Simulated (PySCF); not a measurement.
System: C10H14.

Input file:

```
{"job": {"kind": "nmr", "xc": "PBE0", "basis": "pcSseg-1"}, "charge": 0, "multiplicity": 1}
C      0.128534     2.524537    -1.689388
C      0.284095     1.475195    -1.134847
C      0.495378     0.217755    -0.442903
C      1.884535     0.201146     0.160440
C      2.643809    -0.849098     0.158645
C      3.380394    -1.913565     0.141614
C     -0.584588    -0.015352     0.641636
C     -0.512004     1.058184     1.725496
C     -1.992175    -0.047990     0.035208
C     -2.211490    -1.180464    -0.962284
H     -0.016378     3.437379    -2.186096
H      0.429556    -0.597623    -1.171691
H      2.225072     1.124017     0.609591
H      4.074371    -2.111313    -0.660317
H      3.347401    -2.641803     0.936997
H     -0.376344    -0.990876     1.096994
H     -1.300144     0.907002     2.460306
H      0.443902     1.023376     2.242479
H     -0.635338     2.045256     1.284116
H     -2.708103    -0.158932     0.853636
H     -2.191067     0.908357    -0.453495
H     -1.655003    -1.011097    -1.880831
H     -1.900326    -2.132985    -0.537420
H     -3.265821    -1.251340    -1.220332
```

Run with:

```sh
OMP_NUM_THREADS=1 python probes_run.py task.json out
```

Geometry: GFN2-xTB.

Level of theory: PBE0/pcSseg-1, SCF density, gas phase, non-relativistic in PySCF 2.14.0.

> What will maps of the electron density and electron localisation function show?

C–C (1.20 Å): ρ at the midpoint is about 2.7 e/Å³; the ELF peaks at about 0.85 between the atoms: a multiple bond.
C–H (1.05 Å): ρ is about 2.1 e/Å³ halfway; the ELF climbs to about 1 towards the hydrogen, as it does in any bond to H: an ordinary covalent bond to hydrogen.

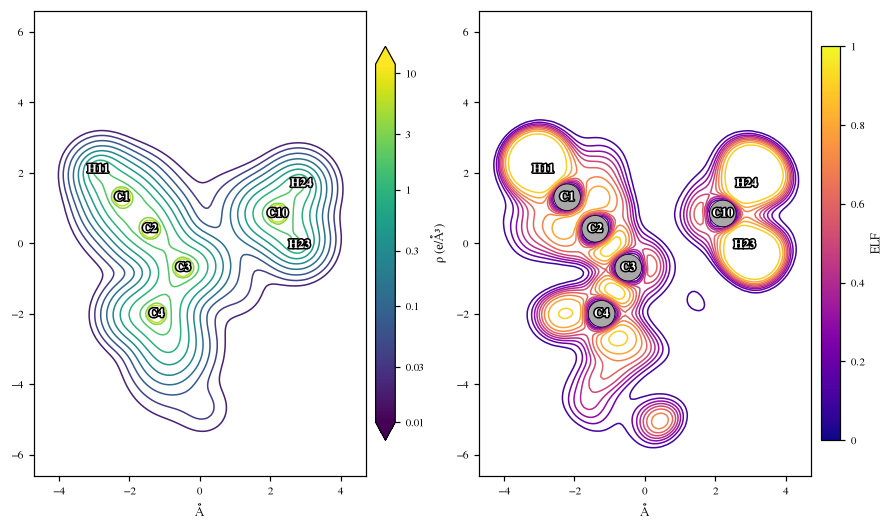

Computed electron density and electron localisation function on the plane of atoms C2, C3 and C4, in this order. Grey discs cover the atomic cores in the ELF map. 
